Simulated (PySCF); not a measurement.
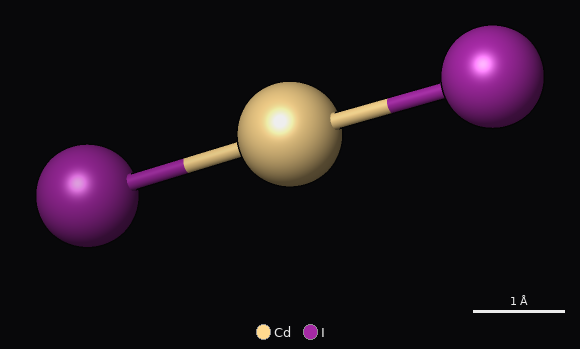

This is the input geometry for a relaxation of CdI$_{2}$. A ball-and-stick model, seen at a tilt.

The start comes from GFN2-xTB.

The calculation used PBE0-D3(BJ)/def2-SVP geometry optimisation, gas phase in PySCF 2.14.0, density-fitted response routines.

```xyz
3

Cd   -0.0156   -0.0090    0.0004
I    -0.0094   -0.0166    2.6336
I     0.0250    0.0256   -2.6340
```

> Predict the outcome.

The largest moves after the best rigid fit, 0.043 Å, are those of I2 and I3. By element the largest moves are I 0.043 Å, Cd 0.008 Å. Some distances before and after: Cd1–I2 2.633 → 2.591 Å. After 3 geometry steps the energy has fallen by 0.019 eV. The largest force component goes from 0.42 to 0.01 eV/Å.

History of the run:

| step | E − E(0), eV | largest force component, eV/Å |
| --- | --- | --- |
| 0 | 0.0000 | 0.4204 |
| 1 | -0.0153 | 0.1920 |
| 2 | -0.0186 | 0.0169 |
| 3 | -0.0187 | 0.0104 |

The structure at the end:

```xyz
3

Cd   -0.0089   -0.0051   -0.0001
I    -0.0125   -0.0182    2.5909
I     0.0214    0.0233   -2.5908
```
